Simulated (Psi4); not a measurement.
Molecule: GeHSCl, SMILES [SH][Ge][Cl], singlet.

```xyz
4

S     -0.3864     1.2359    -0.7489
Ge    -0.8530    -0.9329    -0.4473
Cl     0.7678    -1.4591     0.9408
H      0.6885     1.2646     0.0573
```

Unscaled harmonic wavenumbers and double-harmonic intensities, PBE0/def2-TZVP (dispersion D4) with Psi4 1.11, at a geometry relaxed at this level, isolated molecule. Lorentzian lines of 8 cm⁻¹ full width. Close modes add up in the curve.

Q: Which lines are the most intense, and is the structure a minimum?

A: The most intense lines lie at 381.6 cm⁻¹ (90.1 km/mol), 392.6 cm⁻¹ (44.9 km/mol) and 351.2 cm⁻¹ (18.5 km/mol). It has no imaginary mode, so it is a minimum.

| cm⁻¹ | km/mol |
| --- | --- |
| 163.9 | 4.3 |
| 351.2 | 18.5 |
| 381.6 | 90.1 |
| 392.6 | 44.9 |
| 628.9 | 3.4 |
| 2708.7 | 5.3 |

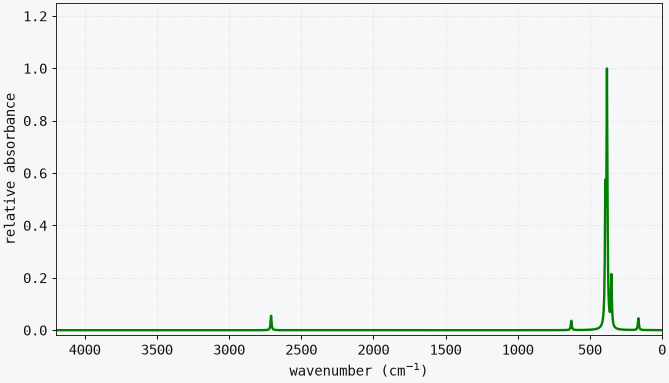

Note: closed-shell singlet; other spin states weren't compared here.
